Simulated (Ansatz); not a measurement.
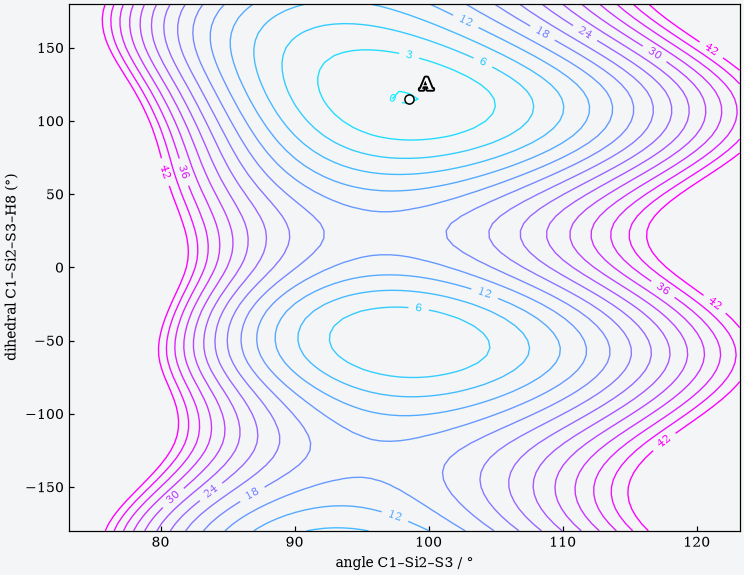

CH5SSi, SMILES C[SiH-]S, charge −1. Coordinates scanned: (1) angle C1–Si2–S3; (2) dihedral C1–Si2–S3–H8. Nothing is relaxed (all other coordinates rigid). The grid has 13 × 12 points. Points are written as (first, second). Energies: kJ/mol, counted from the lowest grid point. These are results of RKS PBE0-D4/def2-SVPD in Ansatz 0.2.0, not measurements.

Drawn: contour lines labelled in kJ/mol (none above 42), the point A. Between grid points the surface is interpolated.

### Find the lowest pass out of the well at A.

The easiest path leads from the well at (98.2°, 120°) to the well at about (99°, −50°), about 3.3 kJ/mol higher. Its highest point lies about 16 kJ/mol above the bottom of the first well on the interpolated surface, at about (97°, 20°). Seen from the upper well the barrier is about 13 kJ/mol. The start is the relaxed structure and all else is held, so a fully relaxed path at this level can only be lower.

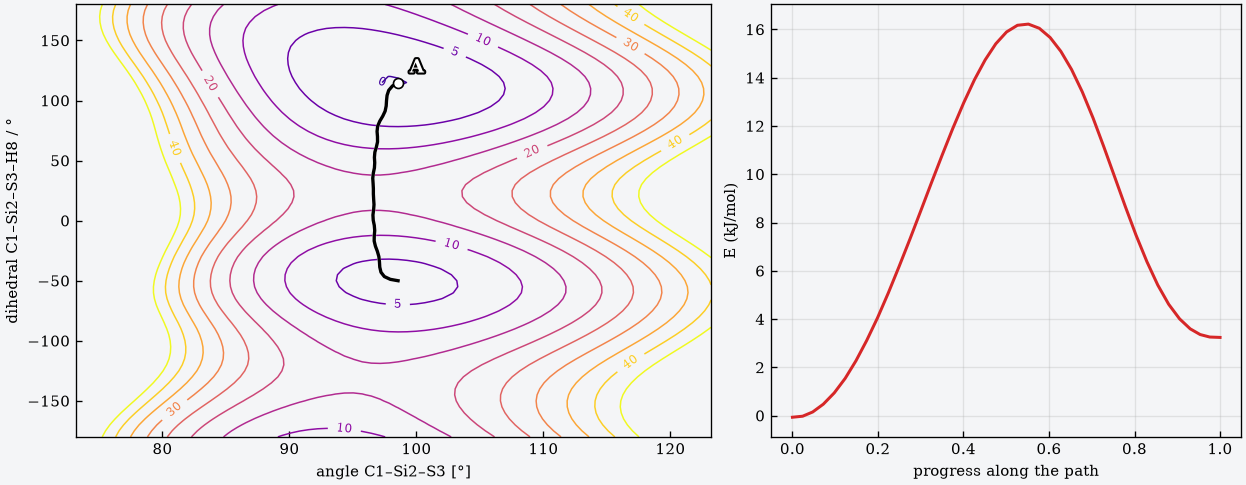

Drawn: contour lines labelled in kJ/mol (none above 45), a line along the lowest path, the energy along the path at the right. Between grid points the surface is interpolated.
